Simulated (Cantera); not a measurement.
A closed system holds: 1 mol CHF3, equilibrated at 12.0 mbar.

These are equilibrium values from Cantera (NASA tables, ideal gas, pure condensed phases), not measurements of a reactor. Candidate condensed phases: C, C6H6, C7H8, C8H18; 95 gas species. Condensed phases not in the tables: fluorocarbon polymer. Gases not in the tables: C2F6 and larger saturated fluorocarbons. Kinetics and transport are ignored.

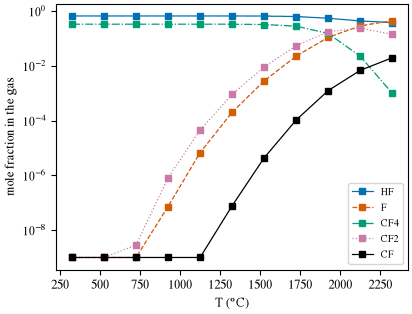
Equilibrium gas composition (values under 1e-9 drawn at 1e-9)

Q: Read off the mole fractions at 927 °C.

A: HF about 0.67, CF4 about 0.33, CF2 about 8.1e-7, F about 7.3e-8.
